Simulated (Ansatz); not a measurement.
# CH7NOSi (SMILES CO[SiH2]N) at 6 levels

We compute a comparison of 6 runs (PBE/cc-pVDZ, r2SCAN/cc-pVDZ, revPBE/cc-pVDZ, wB97M-V/cc-pVDZ, RPA@PBE/cc-pVDZ, CCSD/cc-pVDZ) of CH7NOSi. 

Program for the calculation: Ansatz 0.2.0.

123 further runs of the same task are left out: 123 set aside as unsound or not needed.

### Step 1. The system as given

The species is CH7NOSi (11 atoms), meant as a singlet with charge 0. As SMILES, `CO[SiH2]N`. The N4–H11 distance was set to 1.510 Å, away from the relaxed value. At this shape a bond of the SMILES string is far longer than usual.

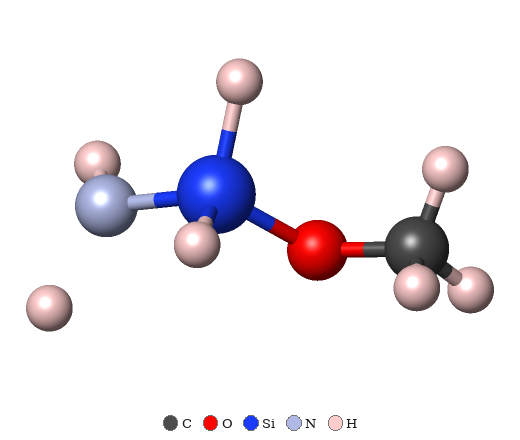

Viewed from a chosen angle; carbon dark grey, oxygen red, silicon blue, nitrogen light blue, hydrogen pink.

### Step 2. A single-point energy at PBE/cc-pVDZ (run 1)

Input file molecule.yaml:

```yaml
crystal:
  periodic: [false, false, false]
  atoms:
    - symbol: C
      position_ang: [-0.779751, 1.692450, 0.987555]
    - symbol: O
      position_ang: [-0.735051, 0.489250, 0.260255]
    - symbol: Si
      position_ang: [0.409349, -0.662150, 0.541655]
    - symbol: N
      position_ang: [0.220249, -2.026350, -0.456345]
    - symbol: H
      position_ang: [0.133949, 2.283450, 0.849655]
    - symbol: H
      position_ang: [-1.625951, 2.281750, 0.629755]
    - symbol: H
      position_ang: [-0.915151, 1.512350, 2.061155]
    - symbol: H
      position_ang: [0.297449, -1.099350, 1.959655]
    - symbol: H
      position_ang: [1.750149, -0.074450, 0.275255]
    - symbol: H
      position_ang: [-0.527851, -2.680550, -0.295945]
    - symbol: H
      position_ang: [0.593600, -1.968000, -1.918400]
basis:
  gaussian:
    orbitals: cc-pVDZ
hamiltonian:
  xc: pbe
accuracy: high
output:
  orbitals: {seedname: orbitals}
```

The run is started by

```console
ansatz run molecule.yaml --threads 1 --pin off --max-ram 3480MiB --events-out events.jsonl --progress --plain --runs-dir runs
```

What it wrote:

```text
Warning: RAYON_NUM_THREADS=1 ignored (pool sized by the plan → 1); use --threads N
Functional definition: PBE
  name "PBE"
  parameter kappa = 0.804
  parameter beta = 0.06672455060314922
  exchange = pbe_x(kappa = kappa, mu = beta*pi^2/3)
  correlation = pbe_c(beta = beta)
2302 factors; integrals over basis functions are off by at most 6.2e-9 eV
mean field evaluation 1: about -12541.8261 eV, gradient 7.7e1 eV
mean field evaluation 2: about -12495.7594 eV, gradient 1.5e2 eV
mean field evaluation 4: about -12554.5581 eV, gradient 1.2e1 eV
mean field evaluation 8: about -12554.8842 eV, gradient 3.6e-1 eV
mean field evaluation 16: about -12554.8846 eV, gradient 2.0e-5 eV
mean field -12554.88455938 eV, -461.3834975510 hartree, gradient 5.4e-8 eV, S^2 0.000000; 0 other end points of the search recorded, 0 dependent functions left out
reference -12554.88456327 eV, -461.3834976937 hartree; 21, 21 occupied and 74, 74 virtual orbitals, 2302 factors
Total energy: -12554.88456327 eV, -461.3834976937 hartree
```

Wall time 6.6 s (1 thread of Arm Neoverse V2, shared host); peak memory 0.26 GiB.

### Step 3. The energy at r2SCAN/cc-pVDZ (run 2)

Input file in.yaml:

```yaml
crystal:
  periodic: [false, false, false]
  atoms:
    - symbol: C
      position_ang: [-0.779751, 1.692450, 0.987555]
    - symbol: O
      position_ang: [-0.735051, 0.489250, 0.260255]
    - symbol: Si
      position_ang: [0.409349, -0.662150, 0.541655]
    - symbol: N
      position_ang: [0.220249, -2.026350, -0.456345]
    - symbol: H
      position_ang: [0.133949, 2.283450, 0.849655]
    - symbol: H
      position_ang: [-1.625951, 2.281750, 0.629755]
    - symbol: H
      position_ang: [-0.915151, 1.512350, 2.061155]
    - symbol: H
      position_ang: [0.297449, -1.099350, 1.959655]
    - symbol: H
      position_ang: [1.750149, -0.074450, 0.275255]
    - symbol: H
      position_ang: [-0.527851, -2.680550, -0.295945]
    - symbol: H
      position_ang: [0.593600, -1.968000, -1.918400]
basis:
  gaussian: {orbitals: cc-pVDZ}
total_charge: 0
hamiltonian: {xc: r2scan}
accuracy: high
output: {orbitals: {seedname: orbitals}}
```

The run is started by

```console
ansatz run in.yaml --threads 1 --pin off --max-ram 3480MiB --events-out events.jsonl --progress --plain --runs-dir runs
```

What it wrote:

```text
Warning: RAYON_NUM_THREADS=1 ignored (pool sized by the plan → 1); use --threads N
Functional definition: r2SCAN
  name "r2SCAN"
  parameter k0 = 0.174
  parameter k1 = 0.065
  parameter a1 = 4.9479
  exchange = r2scan_x(k0 = k0, k1 = k1, a1 = a1)
  correlation = r2scan_c
2302 factors; integrals over basis functions are off by at most 6.2e-9 eV
mean field evaluation 1: about -12550.7766 eV, gradient 7.0e1 eV
mean field evaluation 2: about -12524.4124 eV, gradient 1.2e2 eV
mean field evaluation 4: about -12561.2951 eV, gradient 7.5e0 eV
mean field evaluation 8: about -12561.4197 eV, gradient 1.4e-1 eV
mean field evaluation 16: about -12561.4198 eV, gradient 1.1e-5 eV
mean field -12561.41978060 eV, -461.6236625008 hartree, gradient 7.8e-8 eV, S^2 0.000000; 0 other end points of the search recorded, 0 dependent functions left out
reference -12561.41978147 eV, -461.6236625328 hartree; 21, 21 occupied and 74, 74 virtual orbitals, 2302 factors
Total energy: -12561.41978147 eV, -461.6236625328 hartree
```

It took 15 s on 1 thread of Arm Neoverse V2, shared host; peak memory 0.32 GiB.

### Step 4. A single-point energy at revPBE/cc-pVDZ (run 3)

Input file molecule.yaml:

```yaml
crystal:
  periodic: [false, false, false]
  atoms:
    - {symbol: C, position_ang: [-0.779751, 1.692450, 0.987555]}
    - {symbol: O, position_ang: [-0.735051, 0.489250, 0.260255]}
    - {symbol: Si, position_ang: [0.409349, -0.662150, 0.541655]}
    - {symbol: "N", position_ang: [0.220249, -2.026350, -0.456345]}
    - {symbol: H, position_ang: [0.133949, 2.283450, 0.849655]}
    - {symbol: H, position_ang: [-1.625951, 2.281750, 0.629755]}
    - {symbol: H, position_ang: [-0.915151, 1.512350, 2.061155]}
    - {symbol: H, position_ang: [0.297449, -1.099350, 1.959655]}
    - {symbol: H, position_ang: [1.750149, -0.074450, 0.275255]}
    - {symbol: H, position_ang: [-0.527851, -2.680550, -0.295945]}
    - {symbol: H, position_ang: [0.593600, -1.968000, -1.918400]}
basis:
  gaussian:
    orbitals: cc-pVDZ
hamiltonian:
  xc: {name: revPBE}
accuracy: high
output: {orbitals: {seedname: orbitals}}
```

The run is started by

```console
ansatz run molecule.yaml --threads 1 --pin off --max-ram 3480MiB --events-out events.jsonl --progress --plain --runs-dir runs
```

What it wrote:

```text
Warning: RAYON_NUM_THREADS=1 ignored (pool sized by the plan → 1); use --threads N
Functional definition: revPBE
  name "revPBE"
  parameter kappa = 1.245
[... 3 set-up lines as earlier in the session ...]
2302 factors; integrals over basis functions are off by at most 6.2e-9 eV
mean field evaluation 1: about -12549.0591 eV, gradient 7.5e1 eV
mean field evaluation 2: about -12506.1976 eV, gradient 1.4e2 eV
mean field evaluation 4: about -12561.2475 eV, gradient 1.1e1 eV
mean field evaluation 8: about -12561.5343 eV, gradient 8.4e-1 eV
mean field evaluation 16: about -12561.5357 eV, gradient 1.6e-5 eV
mean field -12561.53570196 eV, -461.6279225324 hartree, gradient 5.6e-8 eV, S^2 0.000000; 0 other end points of the search recorded, 0 dependent functions left out
reference -12561.53570679 eV, -461.6279227099 hartree; 21, 21 occupied and 74, 74 virtual orbitals, 2302 factors
Total energy: -12561.53570679 eV, -461.6279227099 hartree
```

It took 6.6 s on 1 thread of Arm Neoverse V2, shared host; peak memory 0.26 GiB.

Runs 4 to 5 aren't shown in full; the table further down has their settings and results.

### Step 5. A single-point energy at CCSD/cc-pVDZ (run 6)

Edit molecule.yaml of step 4 so:

```diff
@@ -6,3 +6,3 @@
     - {symbol: Si, position_ang: [0.409349, -0.662150, 0.541655]}
-    - {symbol: "N", position_ang: [0.220249, -2.026350, -0.456345]}
+    - {symbol: N, position_ang: [0.220249, -2.026350, -0.456345]}
     - {symbol: H, position_ang: [0.133949, 2.283450, 0.849655]}
@@ -15,7 +15,5 @@
 basis:
-  gaussian:
-    orbitals: cc-pVDZ
-hamiltonian:
-  xc: {name: revPBE}
+  gaussian: {orbitals: cc-pVDZ}
+correlation: {method: ccsd, frozen_orbitals: {C: 1, H: 0, "N": 1, O: 1, Si: 5}}
 accuracy: high
-output: {orbitals: {seedname: orbitals}}
+scf: {omitted_lower_state_checks: [cluster_reference, increment]}
```

The run is started by

```console
ansatz run molecule.yaml --threads 1 --pin off --max-ram 3480MiB --events-out events.jsonl --progress --plain --runs-dir runs
```

What it wrote:

```text
Warning: RAYON_NUM_THREADS=1 ignored (pool sized by the plan → 1); use --threads N
Functional definition: HF
  name "HF"
  exchange = exact_x
  correlation = 0
these checks for a lower state are left out or cut short: cluster_reference, increment
2302 factors; integrals over basis functions are off by at most 6.2e-9 eV
mean field evaluation 1: about -12517.5023 eV, gradient 3.8e1 eV
mean field evaluation 2: about -12517.6110 eV, gradient 3.8e1 eV
mean field evaluation 4: about -12521.1377 eV, gradient 3.3e0 eV
mean field evaluation 8: about -12521.1903 eV, gradient 2.3e-1 eV
mean field evaluation 16: about -12521.1906 eV, gradient 7.9e-9 eV
mean field -12521.19063527 eV, -460.1452686784 hartree, gradient 7.7e-9 eV, S^2 0.000000; 0 other end points of the search recorded, 0 dependent functions left out; unrestricted orbitals would lower it
8 core orbitals not correlated: weight in the atoms' cores, before any rotation towards them, 1.000 or more for the frozen orbitals, at most 0.000 for the correlated occupied ones
reference -12521.19063527 eV, -460.1452686784 hartree; 13, 13 occupied and 74, 74 virtual orbitals, 2302 factors
second order -16.68934767 eV of doubles, -0.00000000 eV of singles
cycle   1  -17.38734070 eV  change   -7.0e-1 eV  update   9.9e-2
cycle   2  -17.91286121 eV  change   -5.3e-1 eV  update   3.2e-2
cycle   3  -18.04082370 eV  change   -1.3e-1 eV  update   1.6e-2
cycle   4  -18.03586058 eV  change    5.0e-3 eV  update   3.9e-3
cycle   5  -18.03645383 eV  change   -5.9e-4 eV  update   1.5e-3
cycle   6  -18.03686852 eV  change   -4.1e-4 eV  update   5.4e-4
cycle   7  -18.03665598 eV  change    2.1e-4 eV  update   3.0e-4
cycle   8  -18.03658050 eV  change    7.5e-5 eV  update   1.6e-4
cycle   9  -18.03662645 eV  change   -4.6e-5 eV  update   8.4e-5
cycle  10  -18.03660356 eV  change    2.3e-5 eV  update   3.7e-5
cycle  11  -18.03660973 eV  change   -6.2e-6 eV  update   1.6e-5
cycle  12  -18.03662642 eV  change   -1.7e-5 eV  update   5.4e-6
cycle  13  -18.03663169 eV  change   -5.3e-6 eV  update   2.2e-6
cycle  14  -18.03663464 eV  change   -2.9e-6 eV  update   6.9e-7
cycle  15  -18.03663527 eV  change   -6.3e-7 eV  update   2.7e-7
cycle  16  -18.03663527 eV  change   -3.8e-9 eV  update   1.3e-7
cycle  17  -18.03663532 eV  change   -5.3e-8 eV  update   6.6e-8
cycle  18  -18.03663531 eV  change    1.4e-8 eV  update   3.8e-8
cycle  19  -18.03663530 eV  change    1.1e-8 eV  update   2.7e-8
cycle  20  -18.03663546 eV  change   -1.7e-7 eV  update   1.3e-7
cycle  21  -18.03663548 eV  change   -1.2e-8 eV  update   3.3e-8
cycle  22  -18.03663548 eV  change   8.2e-10 eV  update   1.3e-8
cycle  23  -18.03663548 eV  change   -1.9e-9 eV  update   6.7e-9
cycle  24  -18.03663548 eV  change   5.7e-10 eV  update   3.6e-9
cycle  25  -18.03663548 eV  change  -8.4e-10 eV  update   1.9e-9
Total energy: -12539.22727075 eV, -460.8081028066 hartree
Checks for a lower state left out: cluster_reference, increment
```

It took 21 s on 1 thread of Arm Neoverse V2, shared host; peak memory 0.66 GiB.

### Step 6. Overview of the runs

```
run            level  frozen core orbitals  energy (Eh)  HOMO energy (eV)  LUMO energy (eV)  HOMO–LUMO gap (eV)  wall time
  1      PBE/cc-pVDZ                     –  -461.383498             -5.83             -2.28                3.55      6.6 s
  2   r2SCAN/cc-pVDZ                     –  -461.623663             -6.17             -2.05                4.12       15 s
  3   revPBE/cc-pVDZ                     –  -461.627923             -5.80             -2.25                3.55      6.6 s
  4  wB97M-V/cc-pVDZ                     –  -461.644274             -9.77              0.89               10.66       83 s
  5  RPA@PBE/cc-pVDZ                     8  -461.113209                 –                 –                   –       15 s
  6     CCSD/cc-pVDZ                     8  -460.808103                 –                 –                   –       21 s
```

### Step 7. Outcome

```
                                          quantity          value
                               run 6: total energy  -460.80810 Eh
run 6: correlation energy (8 core orbitals frozen)     -662.8 mEh
                              run 6: T1 diagnostic          0.012
```

**Reading.** Over runs 1, 2, 3, 4 the HOMO–LUMO gap runs from 3.55 eV (revPBE/cc-pVDZ) to 10.66 eV (wB97M-V/cc-pVDZ). Totals of different functionals can't be ranked against each other. In run 6 the log says that unrestricted orbitals would lower the reference, so the values rest on an unstable closed-shell determinant (other closed-shell runs at this shape may share the fault). All runs together took 2.5 min, the longest 83 s.
